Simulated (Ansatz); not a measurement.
**Fields on a plane of TlF (space group P4/nmm)**

```
CELL_PARAMETERS angstrom
      3.69682     0.00000     0.00000
      0.00000     3.69682     0.00000
      0.00000     0.00000     6.31063
ATOMIC_POSITIONS crystal
  Tl 0.00000 0.50000 0.74885
  Tl 0.50000 0.00000 0.25115
  F  0.50000 0.00000 0.86678
  F  0.00000 0.50000 0.13322
```

The slice is a (0 -1 1) plane (indices of the conventional cell) through the point (0.000, 0.500, 0.749) (fractional), spanned by u = [100] and v = [011] in vectors of this cell: u (3.70 Å) and v (7.31 Å, at 90° to u). It covers one period; positions are fractions (u, v).

Atoms on it: Tl at (0.00, 0.00); Tl at (0.50, 0.50).

These are r2SCAN (plane waves to 500 eV, PAW, scalar-relativistic; Ansatz, a quantum-chemistry and plane-wave program) values and carry that method's errors. k mesh 9×9×5. These are valence fields of a PAW run, semicore shells included where kept as valence: close to a nucleus they are smooth pseudo fields. Spin-orbit coupling is left out, though Tl is heavy. This is one of several known forms of TlF; the measured ambient cells at hand have space group No. 57. TlF was relaxed with its symmetry unable to fall.

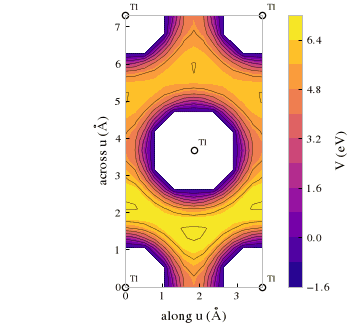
Figure: Electrostatic potential energy of an electron, from the cell's mean, in eV, one period of the plane, atoms marked. Points within 1 Å of a nucleus are left white, as the pseudised field means little there. Values under -1 eV are set to -1. The zero, the cell's mean, hangs on the PAW cores.

```
|xx=@%*: :*%@=x|
|:=%@%*. .*%@%=|
|%@@@%*. .*%@@@|
|@@@@%-   -%@@@|
|@@@%=.   .=%@@|
|@%*:       :*%|
|::.  .:-:.  .:|
|    -*%@%*-   |
|  .=%@@@@@%=. |
|  =%@@@@@@@%= |
| .*%@@@%@@@%*.|
| .*%@%=:=%@%*.|
| .*%@=xxx=@%*.|
| .*%%:xxx:%%*.|
| .+#@=xxx=@#+.|
|  :*%%=-=%%*: |
|  .-*%%%%%*-. |
|.  .-+***+-.  |
|-:   .:::.   :|
|-:           :|
|..    .:.    .|
|      :-:     |
|::.   :-:   .:|
|**+-.  .  .-+*|
|%%%*-.   .-*%%|
|:=%%*-   -*%%=|
|xx=@#+. .+#@=x|
|xx:%%*. .*%%:x|
```
Scale: ten equal steps from 0.02 (start of ' ') to 0.47 (end of '@'), in the order ' .:-=+*#%@'. Values: electron localisation function (ELF). The map has 14 points along u (one character each, u = 0 at the left) and 28 along v (v = 0 in the bottom row). Points within 0.5 Å of a nucleus are blanked (x), as the pseudised field means little there.
